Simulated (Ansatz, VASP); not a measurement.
# Cross-check of ZnO (zincite) between VASP and Ansatz, part 3 of 3

One calculation is typed for both programs; each brings its own data sets and cutoff. How far apart do they land?

VASP 6.6.1 and Ansatz 0.2.0.

So far. Step 4 (Comparison): The forces differ by 7.8 meV/Å r.m.s., which is 15.4 % of the r.m.s. force of 0.05 eV/Å (both taken over all components). Among the levels compared (up to four filled and three empty ones at each point), filled levels agree within 14 meV and empty ones within 34 meV.

**5. VASP: band structure, PBE-EpsX (continued)**

Level of this step: PBE-EpsX, exact-exchange share 1/5.865; plane waves and PAW (Zn, O) (VASP).

Numbers of over 12 decimals in the logs are rounded to 6 here.

Parts of OUTCAR (step 5):

```text
 POSITION                                       TOTAL-FORCE (eV/Angst)
 -----------------------------------------------------------------------------------
     -0.00000      1.87599      2.60285         0.000000     -0.000000     -0.079459
      1.62465      0.93799      0.00000        -0.000000      0.000000     -0.079459
      1.62465      0.93799      1.97302         0.000000      0.000000      0.079459
     -0.00000      1.87599      4.57587         0.000000     -0.000000      0.079459
 -----------------------------------------------------------------------------------
    total drift:                               -0.000003      0.000000     -0.000547

  FREE ENERGIE OF THE ION-ELECTRON SYSTEM (eV)
  ---------------------------------------------------
  free  energy   TOTEN  =       -21.9022444571 eV

  energy  without entropy=      -21.9022444571  energy(sigma->0) =      -21.90224446

[... 2 parts as in an earlier step ...]

[... 1 further part left out ...]
[key lines of the parts left out:]
E-fermi :   0.2169
```

**6. Ansatz: band structure, PBE-EpsX**

The same cell, functional, mesh and smearing now go to Ansatz, which takes its cutoff from its data sets.

Input file input.yaml:

```yaml
crystal:
  lattice:
    - [3.249308, 0.0, 0.0]
    - [-1.624654, 2.8139832727, 0.0]
    - [0.0, 0.0, 5.205709]
  atoms:
    - { symbol: Zn, position: [0.3333333333, 0.6666666667, 0.5] }
    - { symbol: Zn, position: [0.6666666667, 0.3333333333, 0.0] }
    - { symbol: O, position: [0.6666666667, 0.3333333333, 0.37901] }
    - { symbol: O, position: [0.3333333333, 0.6666666667, 0.87901] }
hamiltonian:
  xc: { exchange: pbe, correlation: pbe, exx: { coeff: 0.171 } }
  pseudopotentials: { kind: paw }
kpoints:
  mp_grid: { grid: [5, 5, 3] }
  band_path:
    path:
      - [0.0, 0.0, 0.0]
      - [0.4, 0.0, 0.0]
      - [0.4, 0.2, 0.0]
      - [0.2, 0.2, 0.0]
      - [0.0, 0.0, 0.1]
      - [0.0, 0.0, 0.5]
      - [0.4, 0.0, 0.5]
      - [0.4, 0.2, 0.5]
      - [0.2, 0.2, 0.5]
      - [0.5, 0.0, 0.4]
      - [0.33333, 0.33333, 0.0]
      - [0.33333, 0.33333, 0.5]
    npoints: 1
scf:
  occupations: { method: gaussian, width: 0.02 }
  n_extra_bands: 8
output:
  forces: true
  stress: true
  eigenvalues: true
```

On the command line:

```sh
$ ansatz run input.yaml --threads 4 --pin off --max-ram 9216MiB --backend cpu --events-out ev --progress --plain --runs-dir out
```

Log:

```text
[...]
Crystal: 4 atoms, lattice volume = 47.598 Å³
Basis set: ecut = 420 eV, 941 PW (Γ), exchange–correlation on 48×48×72 points (8 copies of the dense FFT grid, shifted against one another)
Bands: 26, of which v1, the nominal top of the filled ones, is band 18 counted from 1 (17 counted from 0)
Symmetry: 12 space group operations
[...]
k-points: 10 of 75 (time reversal used)
[...]
--- Band table (eV; the first three rows and the last of 10) ---
  k-point 0: bands = [... 14 lower, 5.2222, 6.0176, 6.0795, 6.0795, 8.5170, 13.1826, 16.2964, 20.9392, ... 4 higher]
  k-point 1: bands = [... 14 lower, 5.4392, 5.4392, 5.8673, 5.8673, 10.1595, 12.2538, 17.1290, 19.6193, ... 4 higher]
  k-point 2: bands = [... 14 lower, 4.6695, 4.7144, 5.7217, 5.7998, 10.3939, 14.6031, 16.1833, 18.2966, ... 4 higher]
  k-point 9: bands = [... 14 lower, 3.1547, 4.0954, 4.3680, 4.8509, 14.4515, 15.0865, 16.1754, 16.9075, ... 4 higher]
[key lines of the parts left out:]
Free energy (F): -7773.660158 eV
Fermi energy:    7.298305 eV
P = ⅓ Tr σ = 1.6765 GPa (16.765 kbar)
```

Run time: 32 s. Hardware: 4 threads of Arm Neoverse V1, shared host; peak memory 0.68 GiB; 1.9 min of CPU time.

**7. Side by side**

What differs besides the data sets and the points named for the pairs above, as far as they apply: the cutoff is 420 eV in Ansatz and 520 eV in VASP. Total energies have different zeros and are not compared.

The two programs side by side:

```
                     quantity  Ansatz   VASP  difference
gap over the path points (eV)   2.438  2.408      +0.030
```

Forces (eV/Å; atoms numbered as in POSCAR):

```
atom        Ansatz x, y, z          VASP x, y, z
 Zn1  0.000, 0.000, -0.075  0.000, 0.000, -0.079
 Zn2  0.000, 0.000, -0.075  0.000, 0.000, -0.079
  O3   0.000, 0.000, 0.075   0.000, 0.000, 0.079
  O4   0.000, 0.000, 0.075   0.000, 0.000, 0.079
```

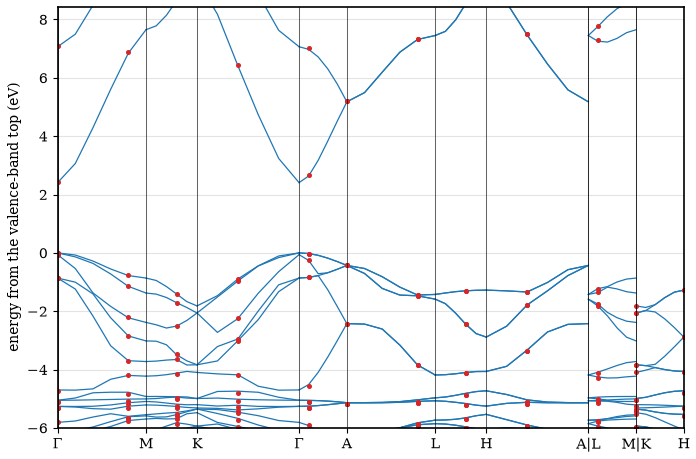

Bands from VASP (lines) and levels from Ansatz (dots). Dots without a line are higher empty bands that the VASP plot leaves out.

Levels at points of the path, from each program's valence-band top (eV; 4 filled, then empty):

```
k (reciprocal lattice)                                   Ansatz                                     VASP
     0.000 0.000 0.000    -0.86 -0.06 0.00 0.00 2.44 7.10 10.22    -0.86 -0.06 0.00 0.00 2.41 7.07 10.21
     0.400 0.000 0.000   -2.85 -2.21 -1.15 -0.77 6.87 9.29 9.47   -2.85 -2.23 -1.15 -0.78 6.85 9.26 9.45
     0.400 0.200 0.000   -3.48 -2.51 -1.70 -1.41 8.68 9.39 9.45   -3.49 -2.51 -1.71 -1.41 8.65 9.37 9.43
     0.200 0.200 0.000  -2.96 -2.25 -0.97 -0.90 6.44 9.57 10.48  -2.95 -2.25 -0.96 -0.90 6.42 9.54 10.45
     0.000 0.000 0.100  -0.84 -0.26 -0.02 -0.02 2.66 7.01 10.29  -0.84 -0.26 -0.02 -0.02 2.64 6.98 10.28
     0.000 0.000 0.500  -0.43 -0.43 -0.43 -0.43 5.20 5.20 12.10  -0.43 -0.43 -0.43 -0.43 5.18 5.18 12.07
     0.400 0.000 0.500  -1.46 -1.46 -1.44 -1.44 7.34 7.34 10.65  -1.47 -1.47 -1.44 -1.44 7.32 7.32 10.63
     0.400 0.200 0.500  -2.45 -2.45 -1.29 -1.29 8.58 8.58 10.53  -2.45 -2.45 -1.30 -1.30 8.55 8.55 10.51
     0.200 0.200 0.500  -1.78 -1.78 -1.34 -1.34 7.50 7.50 11.05  -1.79 -1.79 -1.34 -1.34 7.47 7.47 11.02
     0.500 0.000 0.400  -1.81 -1.75 -1.35 -1.22 7.29 7.79 10.32  -1.82 -1.75 -1.36 -1.23 7.26 7.76 10.29
```

The forces differ by 2.4 meV/Å r.m.s., which is 5.2 % of the r.m.s. force of 0.05 eV/Å (both taken over all components). Among the levels compared (up to four filled and three empty ones at each point), filled levels agree within 16 meV and empty ones within 38 meV.

**8. Outcome**

```
difference in gap over the path points (band structure, r2SCANh)  : 0.014 eV
r.m.s. force difference (band structure, r2SCANh)                 : 7.8 meV/Å
difference in gap over the path points (band structure, PBE-EpsX) : 0.030 eV
```

The r.m.s. force difference is 7.8 meV/Å (band structure, r2SCANh), within the 12 meV/Å picked in this series as the mark of a large difference. How closely two codes agree says nothing of how well the functional describes the real material.

[Lines on the potential files, build, host, timing and source positions are cut from VASP's logs without a mark.]

[Logs are printed without paths, hosts, clocks, repeated set-up lines and the standing remarks that a program may print on its own settings, such as how far it seeks lower states.]

[Hosts, paths, dates, database ids (printed as entryN), source tags and the programs' standing remarks are cut or masked in the printed files.]
